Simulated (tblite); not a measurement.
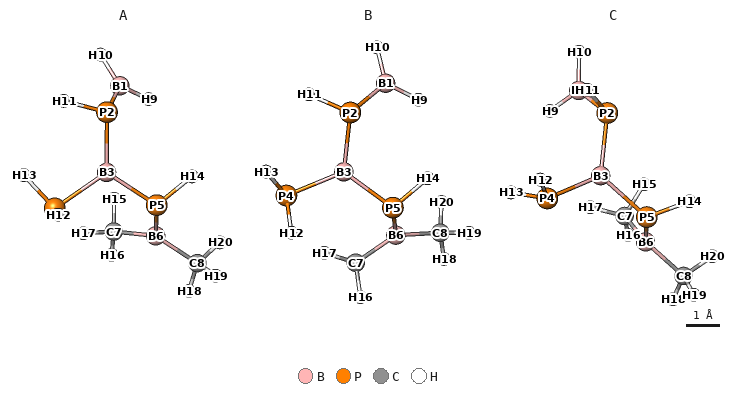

3 geometries from one relaxation of C₂H₁₂B₃P₃, in shuffled order. A ball-and-stick model, seen from a free direction.

These are results of GFN2-xTB geometry optimisation, gas phase in tblite 0.8.0, not measurements. 

**Order the frames from highest to lowest energy.**

C, A, B. They are steps 0, 84, 262, at +65.2 kcal/mol, +7.46 kcal/mol relative to the last. H9 moves most after the best rigid fit: 3.57 Å. Largest moves by element: H 3.57 Å, C 1.77 Å, B 1.73 Å, P 1.36 Å. Near-neighbour distances that change, for instance: B1–P2 1.927 → 1.811 Å, P2–H11 1.463 → 1.382 Å, P4–H12 1.455 → 1.385 Å, P2–B3 1.923 → 1.855 Å. Bond angles that change, for instance: H12–P4–H13 113.8° → 94.0°, B3–P4–H12 111.1° → 98.5°, B3–P4–H13 109.7° → 97.6°. Groups turn about P2–B3 by about 45°, B3–P5 by about 40°. The energy falls by 65.2 kcal/mol in 262 geometry steps. Cost: 2.5 s on 1 thread of Intel(R) Xeon(R) 6975P-C (shared host).
